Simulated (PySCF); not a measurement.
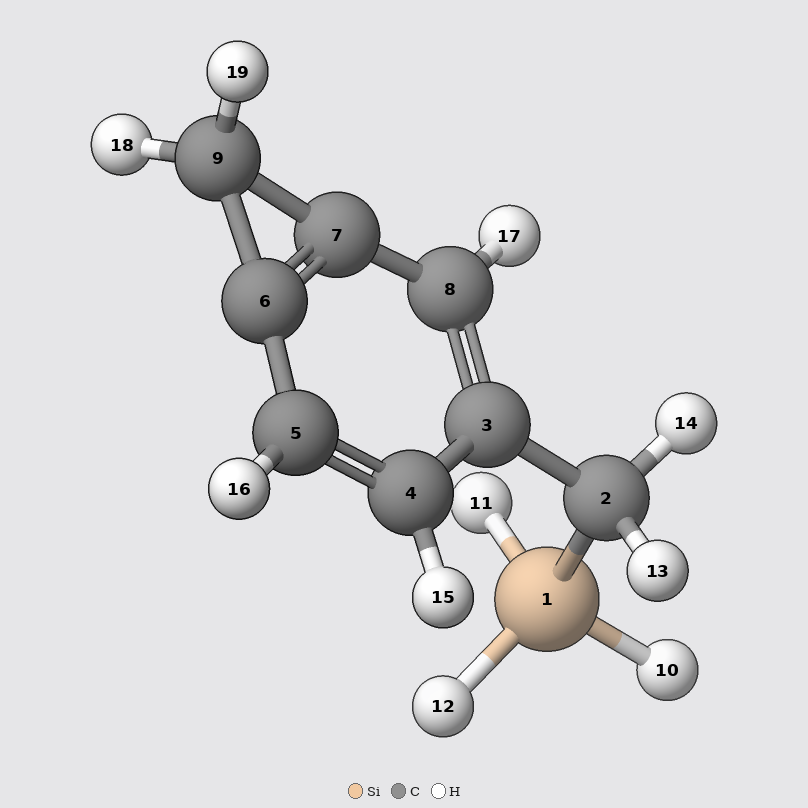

Computed geometry: PBE0-D3(BJ)/def2-SVP optimisation. No frequency run is at hand to confirm it as a minimum.

Give the bond lengths. Leave out bonds to hydrogen.

```json
{"bond": "Si1–C2", "length (Å)": "1.895", "order": "single"}
{"bond": "C2–C3", "length (Å)": "1.503", "order": "single"}
{"bond": "C3–C4", "length (Å)": "1.408", "order": "aromatic"}
{"bond": "C3–C8", "length (Å)": "1.417", "order": "aromatic"}
{"bond": "C4–C5", "length (Å)": "1.408", "order": "aromatic"}
{"bond": "C5–C6", "length (Å)": "1.377", "order": "aromatic"}
{"bond": "C6–C7", "length (Å)": "1.352", "order": "aromatic"}
{"bond": "C6–C9", "length (Å)": "1.492", "order": "single"}
{"bond": "C7–C8", "length (Å)": "1.375", "order": "aromatic"}
{"bond": "C7–C9", "length (Å)": "1.492", "order": "single"}
```
